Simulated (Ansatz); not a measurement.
# TiC (Fm-3m): modes against biaxial strain in the (111) plane

Aim: how do the optical modes of TiC (Fm-3m) shift and split under this strain?

Calculated with Ansatz 0.2.0; DFT LDA, scalar-relativistic, plane waves, PAW; PAW set soft_1.

The database entry behind the starting cell differs from later determinations by our own check (0.1 to 0.3 % short, probably kX units), so it need not match the best structure at ambient conditions.

## (1) Starting point

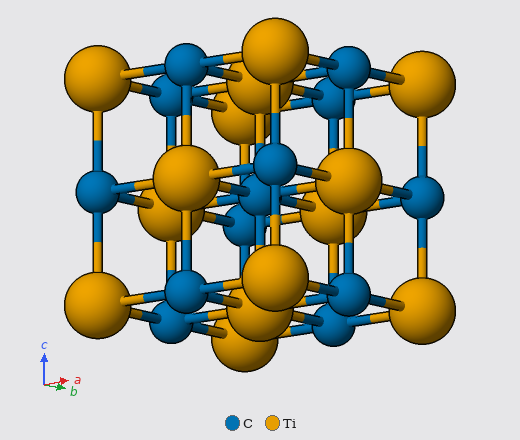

The cell as given, from a free direction (carbon blue, titanium orange). This picture shows the conventional cell, with its axes. Some periodic images of atoms are drawn too.

Structure file:

```cif
data_structure
_symmetry_space_group_name_H-M 'Fm-3m'
_symmetry_Int_Tables_number 225
_cell_length_a 4.3186
_cell_length_b 4.3186
_cell_length_c 4.3186
_cell_angle_alpha 90.000
_cell_angle_beta 90.000
_cell_angle_gamma 90.000
_cell_volume 80.54
loop_
_atom_site_label
_atom_site_type_symbol
_atom_site_symmetry_multiplicity
_atom_site_Wyckoff_symbol
_atom_site_fract_x
_atom_site_fract_y
_atom_site_fract_z
_atom_site_occupancy
C1 C 4 b 0.50000 0.00000 0.00000 1
Ti1 Ti 4 a 0.00000 0.00000 0.00000 1
```

## (2) A rough relaxation first

A rough relaxation comes first, because large forces or stress need no tight tolerances yet.

File input.yaml:

```yaml
crystal:
  lattice:
    - [0.0, 2.1593, 2.1593]
    - [2.1593, 0.0, 2.1593]
    - [2.1593, 2.1593, 0.0]
  atoms:
    - { symbol: C, position: [0.5, 0.5, 0.5] }
    - { symbol: Ti, position: [0.0, 0.0, 0.0] }
kpoints:
  mp_grid: { grid: [8, 8, 8] }
hamiltonian:
  xc: lda
  pseudopotentials: { kind: paw, azcp: { folder: soft_1 }, xc_functional: pbe }
scf:
  occupations: { method: gaussian, width: 0.1 }
output:
  forces: true
  stress: true
  eigenvalues: true
relax:
  adjacent_minimum: "off"
  f_tol: 0.05
  max_steps: 80
  cell: { stress_tol: 0.5 }
```

Launch:

```sh
ansatz run input.yaml --threads 4 --pin off --max-ram 10240MiB --backend cpu --events-out ev --progress --plain --runs-dir out
```

Numbers of over 12 decimals in the logs are rounded to 6 here.

The program printed:

```text
The last accepted step is kept in <dir> (removed where the run ends without a failure and the disk answers)
Engine: ansatz 0.2.0, aarch64-unknown-linux-gnu
Pseudopotentials: kind: paw
Pseudopotential: C, paw, valence charge 4, recommended cutoff 420 eV (normal), soft_1/C.paw.azcp
Pseudopotential: Ti, paw, valence charge 12, recommended cutoff 420 eV (normal), soft_1/Ti.paw.azcp
Functional definition: SPW92
[...]
--- Relaxed structure (3 steps of the walk, 3 accepted, 1 SCFs on fresh bases) ---
  F+E_penalty+E_count = -2695.18508529 eV   max|allowed force component| = 2.892e-30 eV/Å   (the final SCF, on the basis selected at the relaxed cell)
  cell:  # Å, volume = 19.3384 Å³
    - [0, 2.130413, 2.130413]
    - [2.130413, 0, 2.130413]
    - [2.130413, 2.130413, 0]
  atoms:
    - { symbol: C, position: [0.5, 0.5, 0.5] }
    - { symbol: Ti, position: [0, 0, 0] }
[key lines of the parts left out:]
SCF converged after 6 iterations
Free energy (F): -2695.185085 eV
Fermi energy:    15.120758 eV
P = ⅓ Tr σ = -0.0001 GPa (-0.001 kbar)
```

Elapsed: 1.2 s, on 4 threads of Arm Neoverse V1, shared host; peak memory 0.28 GiB.

The steps of the relaxation:

| step | energy less that of the first step (eV) | largest force component (eV/Å) | pressure (GPa) | volume (Å³) |
| --- | --- | --- | --- | --- |
| 1 | 0.0000 | 0.0000 | -10.51 | 20.14 |
| 2 | -0.0276 | 0.0000 | -1.19 | 19.43 |
| 3 | -0.0281 | 0.0000 | 0.07 | 19.34 |
| 4* | -0.0271 | 0.0000 | 0.00 | 19.34 |

Relaxation steps marked * repeat the geometry before them on a plane-wave basis chosen anew for their cell, so energy and pressure can jump there.

The run keeps the 48 symmetry operations that it works with, so distortions that break them were not tested.

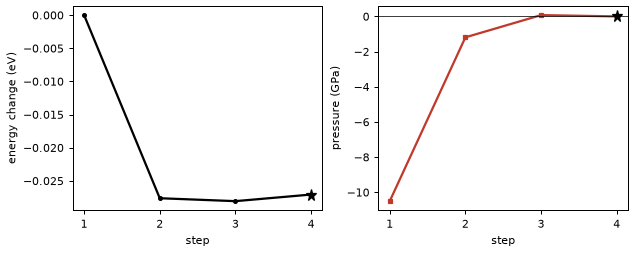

Energy and pressure along the relaxation. Stars mark steps on a basis chosen anew.

| conventional cell, symmetrised | before | after | change |
| --- | --- | --- | --- |
| a (Å) | 4.319 | 4.261 | -1.3 % |
| b (Å) | 4.319 | 4.261 | -1.3 % |
| c (Å) | 4.319 | 4.261 | -1.3 % |
| volume (Å³/atom) | 10.07 | 9.67 | -4.0 % |

The relaxed structure:

```xyz
2
Lattice="0.0000 2.1304 2.1304 2.1304 0.0000 2.1304 2.1304 2.1304 0.0000" Properties=species:S:1:pos:R:3 pbc="T T T"
C     2.1304    2.1304    2.1304
Ti    0.0000    0.0000    0.0000
```

Numbers from this step:

| Quantity | Value |
| --- | --- |
| pressure | -7.46e-5 GPa |
| volume per atom | 9.669 Å³ |
| gap on the k-mesh | 0 eV |

In this step the volume went from 10.07 to 9.67 Å³/atom.

## (3) Relaxation

Harmonic phonons are second derivatives at a point where the forces vanish, and they are wanted at zero stress, so atoms and cell are relaxed first.

input.yaml, the sections that differ from step 2:

```yaml
crystal:
  lattice:
    - [0.0, 2.1304133796, 2.1304133796]
    - [2.1304133796, 0.0, 2.1304133796]
    - [2.1304133796, 2.1304133796, 0.0]
  atoms:
    - { symbol: C, position: [0.5, 0.5, 0.5] }
    - { symbol: Ti, position: [0.0, 0.0, 0.0] }
kpoints:
  mp_grid: { grid: [16, 16, 16] }
output:
  forces: true
  stress: true
  eigenvalues: true
  write_density: true
  write_potential: true
  elf: true
  volumetric_format: npy
relax:
  adjacent_minimum: "off"
  f_tol: 0.005
  max_steps: 80
  cell: { stress_tol: 0.05 }
# hamiltonian, scf: as in step 2
```

The program printed:

```text
[...]
Crystal: 2 atoms, lattice volume = 19.338 Å³
Basis set: ecut = 420 eV, 339 PW (Γ)
Bands: 12, of which v1, the nominal top of the filled ones, is band 8 counted from 1 (7 counted from 0)
Symmetry: 48 space group operations
[...]
k-points: 145 of 4096
[...]
SCF iter   1: F=—  HF=-2696.233928 eV  |F-HF|=—  |Δ(HF+E_count)|=         —  Δρ=1.44e-1  dr2=5.13e0  ethr=3.10e-3  ⟨swp⟩=4.4  Hψ=8628  notcnv=0
[...]
SCF iter   7: F=-2695.187017 eV  HF=-2695.187017 eV  |F-HF|=6.63e-10  |Δ(HF+E_count)|=  9.16e-10  Δρ=2.28e-6  dr2=8.45e-10  ethr=4.95e-10  ⟨swp⟩=5.2  Hψ=8268  notcnv=0
SCF 1 converged in 7 iterations: F = -2695.187017 eV  dr2 = 8.45e-10
[...]
relax step   1: F+E_penalty+E_count = -2695.18701674 eV  Δ(F+E_penalty+E_count) = +0.000e0 eV  max|allowed force component| = 5.654e-30 eV/Å  Δτ_max = 0.0000 Å  P = -0.010 GPa  Ω = 19.338 Å³  (7 SCF iters, dr2 threshold 1.00e-7 eV, accepted)
[...]
SCF iter   7: F=-2695.187017 eV  HF=-2695.187017 eV  |F-HF|=9.09e-13  |Δ(HF+E_count)|=  4.55e-13  Δρ=2.34e-10  dr2=1.22e-17  ethr=1.00e-12  ⟨swp⟩=1.7  Hψ=4203  notcnv=0
SCF 2 converged in 7 iterations: F = -2695.187017 eV  dr2 = 1.22e-17
relax step   2: F+E_penalty+E_count = -2695.18701674 eV  Δ(F+E_penalty+E_count) = -4.552e-10 eV  max|allowed force component| = 5.949e-30 eV/Å  Δτ_max = 0.0000 Å  P = -0.010 GPa  Ω = 19.338 Å³  stress off target by 9.55e-3 GPa  SCF on the basis re-selected at this cell (its energy is not comparable with the rows above)  (7 SCF iters)
basis re-selected at this cell: Δ(F+E_penalty+E_count) = -4.552e-10 eV, ΔP = -0.000 GPa vs the last step (what re-selecting the basis moved, of the pressure what is left beyond the Pulay correction that the steps carried, after the strain that the cell walked since its last selection, with what the two solves' SCF thresholds leave and, on support functions, any second-order correction that the steps lacked; it is no  [...]
SCF converged after 7 iterations
Free energy (F): -2695.187017 eV
[...]
Internal energy: -2695.185172 eV  (E = F + TS)
E sigma→0 (E₀):  -2695.186094 eV
Entropy (-TS):   -0.001845 eV (-0.923 meV/atom)
Fermi energy:    15.154882 eV
[...]
--- Stress (GPa, compression-positive) ---
       -0.009550      -0.000000       0.000000
        0.000000      -0.009550       0.000000
       -0.000000       0.000000      -0.009550
  P = ⅓ Tr σ = -0.0096 GPa (-0.096 kbar)
--- Band table (eV; the first three rows and the last of 145) ---
  k-point 0: bands = [... 4 lower, 2.7258, 15.8221, 15.8221, 15.8221, 16.9265, 16.9265, 16.9265, 16.9994]
  k-point 1: bands = [... 4 lower, 2.8208, 15.3749, 15.6344, 15.6344, 16.2257, 16.2257, 17.1742, 18.0257]
  k-point 2: bands = [... 4 lower, 3.0992, 14.4844, 14.8536, 14.8536, 16.2862, 16.2862, 17.5306, 19.1490]
  k-point 144: bands = [... 4 lower, 5.7131, 11.9561, 11.9561, 12.3580, 18.1006, 18.1006, 18.9039, 20.7488]
--- Relaxed structure (1 steps of the walk, 1 accepted, 1 SCFs on fresh bases) ---
[...]
cell:  # Å, volume = 19.3384 Å³
    - [0.0, 2.1304133796, 2.1304133796]
    - [2.1304133796, 0.0, 2.1304133796]
    - [2.1304133796, 2.1304133796, 0.0]
  atoms:
    - { symbol: C, position: [0.5, 0.5, 0.5] }
    - { symbol: Ti, position: [0.0, 0.0, 0.0] }
```

Elapsed: 1.9 s, on 4 threads; peak memory 0.34 GiB; 6.3 s of CPU time.

Little changed from the start: no atom moved by 0.005 Å and no cell edge by 0.1 %.

This step gave:

* pressure: -0.009550 GPa

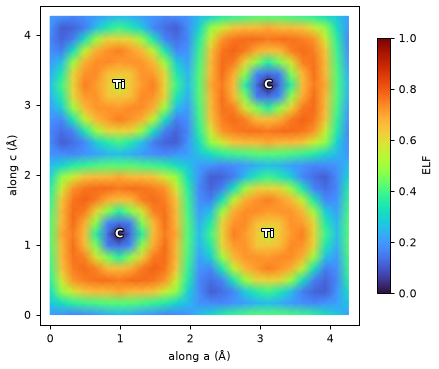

ELF in the ac plane of the conventional cell at fractional y = 0.000, with atoms of C and Ti within 0.2 Å of it. It is the smooth field of the valence electrons, not physical close to the nuclei. The map starts off the cell's origin, so that atoms lie inside it.

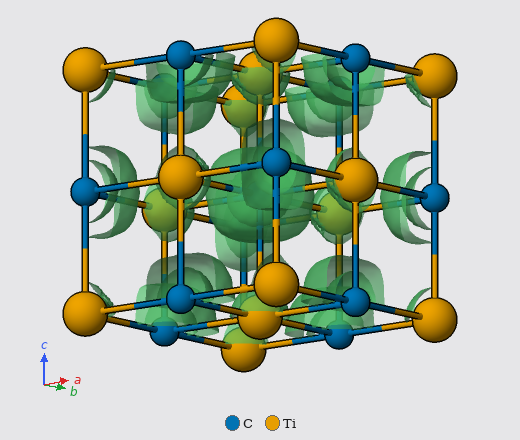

Surface of ELF = 0.71.

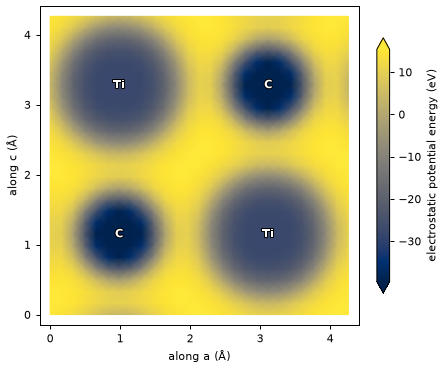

Electrostatic potential energy in the ac plane of the conventional cell at fractional y = 0.000, with atoms of C and Ti within 0.2 Å of it. With pseudopotentials it is smooth inside the atoms' cores, unlike the true potential. The map starts off the cell's origin, so that atoms lie inside it.

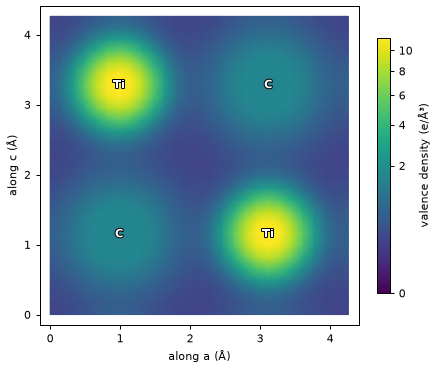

Valence density in the ac plane of the conventional cell at fractional y = 0.000, with atoms of C and Ti within 0.2 Å of it. It is the smooth field of the valence electrons, not physical close to the nuclei. The map starts off the cell's origin, so that atoms lie inside it. The colour scale is stretched toward low values.

In this step the volume went from 9.67 to 9.67 Å³/atom.

## (4) Tight relaxation

Phonons need small forces and stress, so the relaxation is finished with tight tolerances on 16×16×16 k points.

input.yaml, the sections that differ from step 3:

```yaml
scf:
  occupations: { method: methfessel_paxton, width: 0.2 }
output:
  forces: true
  stress: true
  eigenvalues: true
relax:
  adjacent_minimum: "off"
  f_tol: 0.001
  max_steps: 60
  cell: { stress_tol: 0.01 }
# crystal, kpoints, hamiltonian: as in step 3
```

The program printed:

```text
[...]
Crystal: 2 atoms, lattice volume = 19.338 Å³
Basis set: ecut = 420 eV, 339 PW (Γ)
Bands: 12, of which v1, the nominal top of the filled ones, is band 8 counted from 1 (7 counted from 0)
Symmetry: 48 space group operations
[...]
k-points: 145 of 4096
[...]
k-point 144: bands = [... 4 lower, 5.7134, 11.9562, 11.9562, 12.3582, 18.1003, 18.1003, 18.9034, 20.7485]
--- Relaxed structure (1 steps of the walk, 1 accepted, 1 SCFs on fresh bases) ---
[...]
cell:  # Å, volume = 19.3384 Å³
    - [0.0, 2.1304133796, 2.1304133796]
    - [2.1304133796, 0.0, 2.1304133796]
    - [2.1304133796, 2.1304133796, 0.0]
  atoms:
    - { symbol: C, position: [0.5, 0.5, 0.5] }
    - { symbol: Ti, position: [0.0, 0.0, 0.0] }
[key lines of the parts left out:]
SCF converged after 4 iterations
Free energy (F): -2695.186354 eV
Fermi energy:    15.157859 eV
P = ⅓ Tr σ = -0.0083 GPa (-0.083 kbar)
```

Run time: 1.7 s. Hardware: 4 threads; peak memory 0.33 GiB; 5.7 s of CPU time.

Little changed from the start: no atom moved by 0.005 Å and no cell edge by 0.1 %.

This step gave:

```yaml
pressure: -0.008301 GPa
```

The forces vanish by symmetry and the pressure is -0.008 GPa, within the tolerances set. The cell now holds 9.67 Å³/atom.

## (5) Zone-centre response at rest

Phonons follow from the second derivative of the energy, found here by linear response.

The modes at rest are the reference of the series.

input.yaml, as its differences from that of step 4:

```diff
@@ -16,9 +16,4 @@
 output:
-  forces: true
-  stress: true
   eigenvalues: true
-relax:
-  adjacent_minimum: "off"
-  f_tol: 0.001
-  max_steps: 60
-  cell: { stress_tol: 0.01 }
+phonons:
+  method: dfpt
```

The program printed:

```text
[...]
Crystal: 2 atoms, lattice volume = 19.338 Å³
Basis set: ecut = 420 eV, 339 PW (Γ), exchange–correlation on 48×48×48 points (8 copies of the dense FFT grid, shifted against one another)
Bands: 12, of which v1, the nominal top of the filled ones, is band 8 counted from 1 (7 counted from 0)
Symmetry: 48 space group operations
k-points: 349 of 4096 (irreducible under 8 space group operations, time reversal used)
[...]
SCF iter   1: F=—  HF=-2696.233538 eV  |F-HF|=—  |Δ(HF+E_count)|=         —  Δρ=1.44e-1  dr2=5.13e0  ethr=3.10e-3  ⟨swp⟩=4.3  Hψ=20289  notcnv=0
[...]
SCF iter   8: F=-2695.186354 eV  HF=-2695.186354 eV  |F-HF|=2.27e-12  |Δ(HF+E_count)|=  1.45e-10  S|Δr|=    0.00e0  Δρ=1.36e-7  dr2=2.20e-12  ethr=1.00e-12  ⟨swp⟩=3.8  Hψ=19289  notcnv=0
SCF 1 converged in 8 iterations: F = -2695.186354 eV  dr2 = 2.20e-12
[...]
DFPT response loops at Γ: preconditioner auto → Kerker (q_TF=auto, 2.643 Å⁻¹) (partly filled bands, converged f_vac=0.000); β = 1.00, the filter's whole step (`scf.mixing.beta` (0.50) is not read by the response loops under this deck's `scf.mixing.preconditioner`; to damp them name `kerker` or `kerker_dos`, under which they read `scf.mixing.beta`, and type it under 1.00, their step now; both keys bind the ground state too); Broyden in place of MSR1
SCF converged after 8 iterations
[...]
Free energy (F): -2695.186354 eV
[...]
Internal energy: -2695.186048 eV  (E = F + TS)
E sigma→0 (E₀):  -2695.186278 eV
Entropy (-TS):   -0.000306 eV (-0.153 meV/atom)
Fermi energy:    15.157858 eV
[...]
--- Band table (eV; the first three rows and the last of 349) ---
  k-point 0: bands = [... 4 lower, 2.7261, 15.8217, 15.8217, 15.8217, 16.9270, 16.9270, 16.9270, 16.9990]
  k-point 1: bands = [... 4 lower, 2.8210, 15.3747, 15.6342, 15.6342, 16.2255, 16.2255, 17.1744, 18.0257]
  k-point 2: bands = [... 4 lower, 3.0995, 14.4844, 14.8537, 14.8537, 16.2859, 16.2859, 17.5307, 19.1490]
  k-point 348: bands = [... 4 lower, 5.7134, 11.9562, 11.9562, 12.3582, 18.1003, 18.1003, 18.9034, 20.7485]
--- Phonons (Γ-DFPT): 2 representative perturbations + reference, on 349 of 4096 k-points (Σ response iterations 6) ---
  k mesh reduced under 8 symmetry operations, with k and −k counted as one. Each operation leaves every solved perturbation unchanged. A smaller set is not used because it would not reduce the number of displacements times k-points to solve
  ASR residual: 6.385e-5 → 0.000e0 eV/Å²; symmetrization residual: 2.829e-7 eV/Å²
  ASR residual per site (eV/Å²): 4.72e-5 6.38e-5
  Γ frequencies (cm⁻¹): 0.00 0.00 0.00 554.88 554.88 554.88
  non-analytic LO–TO correction: not included (Born effective charges unavailable; polar crystals: no LO–TO splitting at Γ)
```

The job ended after 6.8 s (4 threads; peak memory 0.55 GiB).

Reading the cycles: dr2 is the Hartree energy of the density residual (eV), the measure of convergence; HF is the Harris–Foulkes estimate of the energy, which meets the free energy F at convergence.

Numbers from this step:

```yaml
sum_rule_residual_before_enforcement: 6.38e-5 eV/Å²
point_group: m-3m
highest_optical_mode_at_the_zone_centre_no_lo_to_term: 554.9 cm⁻¹
lowest_optical_zone_centre_mode: 554.9 cm⁻¹
```

Patterns of degenerate modes are one choice out of their space. The modes at Γ (shares of kinetic energy by element, %):

| mode | frequency (cm⁻¹) | symmetry | C % | Ti % |
| --- | --- | --- | --- | --- |
| 1 | 0.0 | acoustic | 20 | 80 |
| 2 | 0.0 | acoustic | 20 | 80 |
| 3 | 0.0 | acoustic | 20 | 80 |
| 4 | 554.9 | T1u | 80 | 20 |
| 5 | 554.9 | T1u | 80 | 20 |
| 6 | 554.9 | T1u | 80 | 20 |

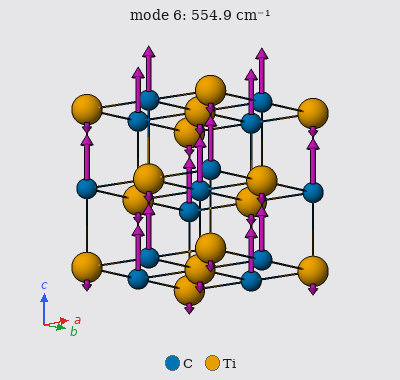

Displacement patterns of mode 6 at Γ; arrows are exaggerated. Some periodic images of atoms are drawn too.

Before it was imposed, the acoustic sum rule was missed by 6.4e-5 eV/Å². Small misses are needed for a sound result but don't prove that mesh and cutoff are converged. The lowest optical mode is real, 555 cm⁻¹.

## (6) A member of the series: biaxial strain of +4 % in the (111) plane

The cell takes a biaxial strain of +4 % in the (111) plane. The strained lengths are held, while the rest of the cell and the atoms relax.

input.yaml, the sections that differ from step 5:

```yaml
crystal:
  lattice:
    - [-0.0838374947, 2.1317924201, 2.1317924201]
    - [2.1317924201, -0.0838374947, 2.1317924201]
    - [2.1317924201, 2.1317924201, -0.0838374947]
  atoms:
    - { symbol: C, position: [0.5, 0.5, 0.5] }
    - { symbol: Ti, position: [0.0, 0.0, 0.0] }
  conventional_axes: [[-1, 1, 0], [0, -1, 1], [1, 1, 1]]
output:
  forces: true
  stress: true
  eigenvalues: true
relax:
  adjacent_minimum: "off"
  f_tol: 0.001
  max_steps: 60
  cell: { stress_tol: 0.01, fix: [a, b, gamma] }
# kpoints, hamiltonian, scf: as in step 5
# phonons: removed
```

The program printed:

```text
[...]
Crystal: 2 atoms, lattice volume = 20.518 Å³
Basis set: ecut = 420 eV, 393 PW (Γ)
Bands: 12, of which v1, the nominal top of the filled ones, is band 8 counted from 1 (7 counted from 0)
Symmetry: 12 space group operations
[...]
k-points: 417 of 4096
[...]
k-point 416: bands = [... 4 lower, 5.9056, 8.4620, 11.0045, 11.0045, 17.2991, 17.2991, 18.5471, 21.9767]
--- Relaxed structure (4 steps of the walk, 4 accepted, 2 SCFs on fresh bases) ---
[...]
cell:  # Å, volume = 20.3928 Å³
    - [-0.092371, 2.123259, 2.123259]
    - [2.123259, -0.092371, 2.123259]
    - [2.123259, 2.123259, -0.092371]
  atoms:
    - { symbol: C, position: [0.5, 0.5, 0.500000] }
    - { symbol: Ti, position: [0, 0, 0] }
[key lines of the parts left out:]
SCF converged after 3 iterations
Free energy (F): -2695.084099 eV
Fermi energy:    14.291386 eV
P = ⅓ Tr σ = -13.4401 GPa (-134.401 kbar)
```

Wall time 12 s (4 threads); peak memory 0.42 GiB.

Step by step:

| step | energy less that of the first step (eV) | largest force component (eV/Å) | pressure (GPa) | volume (Å³) |
| --- | --- | --- | --- | --- |
| 1 | 0.0000 | 0.0000 | -14.82 | 20.52 |
| 2 | -0.0012 | 0.0000 | -13.08 | 20.36 |
| 3 | -0.0012 | 0.0000 | -13.44 | 20.39 |
| 4* | -0.0011 | 0.0000 | -13.45 | 20.39 |
| 5 | -0.0011 | 0.0000 | -13.44 | 20.39 |
| 6* | -0.0011 | 0.0000 | -13.44 | 20.39 |

Relaxation steps marked * repeat the geometry before them on a plane-wave basis chosen anew for their cell, so energy and pressure can jump there.

Forces are held to the 12 operations that the run works with; a distortion that breaks them can't arise in this run.

| conventional cell, symmetrised | before | after | change |
| --- | --- | --- | --- |
| a (Å) | 3.133 | 3.133 | +0.0 % |
| b (Å) | 3.133 | 3.133 | +0.0 % |
| c (Å) | 7.240 | 7.195 | -0.6 % |
| volume (Å³/atom) | 10.26 | 10.20 | -0.6 % |

The relaxed structure:

```xyz
2
Lattice="-0.0924 2.1233 2.1233 2.1233 -0.0924 2.1233 2.1233 2.1233 -0.0924" Properties=species:S:1:pos:R:3 pbc="T T T"
C     2.0771    2.0771    2.0771
Ti    0.0000    0.0000    0.0000
```

Numbers from this step:

```yaml
pressure: -13.44 GPa
volume_per_atom: 10.20 Å³
```

The forces vanish by symmetry.

(Part 1 of 2 ends here.)

[Logs are printed without paths, hosts, clocks, repeated set-up lines and the standing remarks that a program may print on its own settings, such as how far it seeks lower states.]

[Hosts, paths, dates, database ids (printed as entryN), source tags and the programs' standing remarks are cut or masked in the printed files.]
